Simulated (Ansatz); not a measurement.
**CCSD(T)/def2-TZVP run of SiNH5 (SMILES [SiH3]N)**

Aim: the vertical singlet–triplet gap of SiNH5 at CCSD(T)/def2-TZVP, from 2 runs. 

The calculation is run with Ansatz 0.2.0.

55 further runs of the same task are left out: 55 set aside as unsound or not needed.

## Step 1: The molecule

SiNH5 has 7 atoms, charge 0, and is taken as a singlet. As SMILES, `[SiH3]N`. The shape is that of a PBE0-D4/def2-TZVP optimisation.

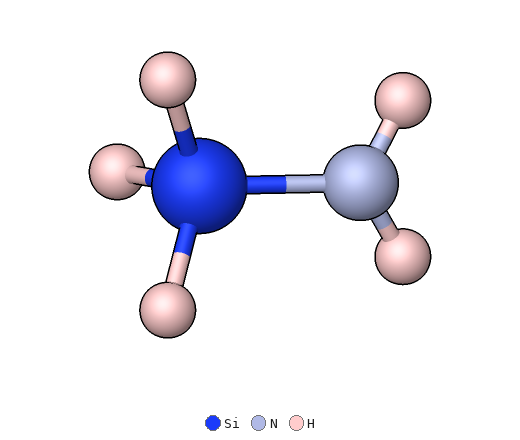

Viewed from a chosen angle; silicon blue, nitrogen light blue, hydrogen pink.

## Step 2: A single-point energy at CCSD(T)/def2-TZVP

job.yaml

```yaml
crystal:
  periodic: [false, false, false]
  atoms:
    - {symbol: Si, position_ang: [-0.413010, -0.292700, -0.422350]}
    - {symbol: N, position_ang: [0.611760, 0.348670, 0.801280]}
    - {symbol: H, position_ang: [-0.018320, -1.706330, -0.653330]}
    - {symbol: H, position_ang: [-1.813170, -0.217090, 0.068940]}
    - {symbol: H, position_ang: [-0.367930, 0.402730, -1.743970]}
    - {symbol: H, position_ang: [0.391580, 1.238230, 1.219480]}
    - {symbol: H, position_ang: [1.609100, 0.226510, 0.729930]}
basis:
  gaussian: {orbitals: def2-TZVP}
magnetization: {spin_polarized: false}
correlation: {method: ccsd_t, frozen_orbitals: {H: 0, "N": 1, Si: 5}}
accuracy: high
scf: {omitted_lower_state_checks: [cluster_reference, increment]}
```

The run is started by

```console
$ ansatz run job.yaml --threads 1 --pin off --max-ram 3480MiB --events-out events.jsonl --progress --plain --runs-dir runs
```

Output, shortened:

```text
Warning: RAYON_NUM_THREADS=1 ignored (pool sized by the plan → 1); use --threads N
Functional definition: HF
  name "HF"
[...]
1820 factors; integrals over basis functions are off by at most 3.8e-9 eV
[...]
mean field -9424.61127871 eV, -346.3480762616 hartree, gradient 6.9e-9 eV, S^2 0.000000; 0 other end points of the search recorded, 0 dependent functions left out
6 core orbitals not correlated: weight in the atoms' cores, before any rotation towards them, 1.000 or more for the frozen orbitals, at most 0.000 for the correlated occupied ones
reference -9424.61127871 eV, -346.3480762616 hartree; 7, 7 occupied and 85, 85 virtual orbitals, 1820 factors
second order -9.14044176 eV of doubles, -0.00000000 eV of singles
cycle   1  -9.71618637 eV  change   -5.8e-1 eV  update   6.5e-2
[...]
cycle  21  -10.03556489 eV  change  -5.6e-11 eV  update  7.1e-10
perturbative correction -0.31111604 eV, -0.0114333035 hartree
Total energy: -9434.95795964 eV, -346.7283097726 hartree
Checks for a lower state left out: cluster_reference, increment
```

Wall time 11 s (1 thread of Arm Neoverse V2, shared host); peak memory 0.67 GiB.

## Step 3: The triplet

in.yaml

```yaml
crystal:
  periodic: [false, false, false]
  atoms:
    - symbol: Si
      position_ang: [-0.413010, -0.292700, -0.422350]
    - symbol: "N"
      position_ang: [0.611760, 0.348670, 0.801280]
    - symbol: H
      position_ang: [-0.018320, -1.706330, -0.653330]
    - symbol: H
      position_ang: [-1.813170, -0.217090, 0.068940]
    - symbol: H
      position_ang: [-0.367930, 0.402730, -1.743970]
    - symbol: H
      position_ang: [0.391580, 1.238230, 1.219480]
    - symbol: H
      position_ang: [1.609100, 0.226510, 0.729930]
basis:
  gaussian:
    orbitals: def2-TZVP
correlation:
  method: ccsd_t
  frozen_orbitals: {H: 0, "N": 1, Si: 5}
magnetization:
  spin_polarized: true
  initial_magnetization: 2
scf:
  omitted_lower_state_checks: [cluster_reference, increment]
accuracy: high
```

The run is started by

```console
$ ansatz run in.yaml --threads 1 --pin off --max-ram 3480MiB --events-out events.jsonl --progress --plain --runs-dir runs
```

Output, shortened:

```text
Warning: RAYON_NUM_THREADS=1 ignored (pool sized by the plan → 1); use --threads N
[... 2 set-up lines as earlier in the session ...]
[...]
1820 factors; integrals over basis functions are off by at most 3.8e-9 eV
[...]
mean field -9419.00690172 eV, -346.1421192061 hartree, gradient 5.0e-8 eV, S^2 2.010127; 4 other end points of the search recorded, 0 dependent functions left out
6 core orbitals not correlated: weight in the atoms' cores, before any rotation towards them, 1.000 or more for the frozen orbitals, at most 0.000 for the correlated occupied ones
reference -9419.00690172 eV, -346.1421192061 hartree; 8, 6 occupied and 84, 86 virtual orbitals, 1820 factors
second order -8.27761438 eV of doubles, -0.00000000 eV of singles
cycle   1  -9.04638539 eV  change   -7.7e-1 eV  update   8.3e-2
[...]
cycle  27  -9.45711634 eV  change  -2.8e-10 eV  update  9.8e-10
perturbative correction -0.32552002 eV, -0.0119626402 hartree
Total energy: -9428.78953808 eV, -346.5016244615 hartree
Checks for a lower state left out: cluster_reference, increment
```

Run time: 39 s. Hardware: 1 thread of Arm Neoverse V2, shared host; peak memory 1.2 GiB.

## Step 4: What came out

Level: CCSD(T)/def2-TZVP, 6 core orbitals frozen.

| quantity | value |
| --- | --- |
| singlet: total energy | -346.72831 Eh |
| singlet: correlation energy (6 core orbitals frozen) | -380.2 mEh |
| singlet: (T) correction | -11.43 mEh |
| singlet: T1 diagnostic | 0.010 |
| triplet: total energy | -346.50162 Eh |
| triplet: correlation energy (6 core orbitals frozen) | -359.5 mEh |
| triplet: (T) correction | -11.96 mEh |
| triplet: ⟨S²⟩ of the reference determinant | 2.010 |
| triplet: T1 diagnostic | 0.036 |
| vertical energy of the triplet above the singlet | 6.168 eV |

**Reading.** At this shape the triplet lies 6.17 eV (595 kJ/mol) above the singlet. The triples (singlet) make up 3.0 % of the correlation energy. The triples (triplet) make up 3.3 % of the correlation energy.
